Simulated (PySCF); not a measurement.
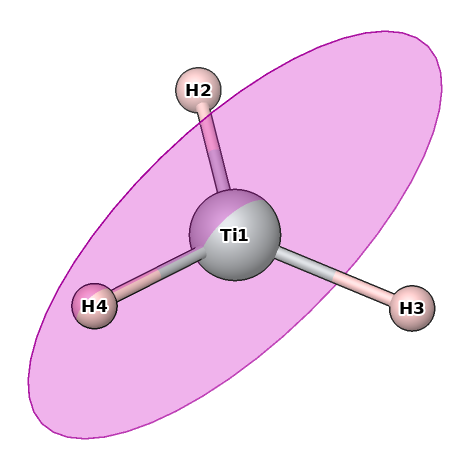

A disc through the centre of mass is drawn in. Distant atoms are faded towards the background colour. Charge 0, doublet. The computed structure is the end point of a PBE0-D3(BJ)/def2-SVP optimisation. No frequency run is at hand to confirm it as a minimum. Other spin states may lie lower.

Question: Is the plane of the disc a mirror plane of the structure?

Answer: Yes. The reflection leaves Ti1, H4 in place and moves H2 ↔ H3. The point group is D3h.
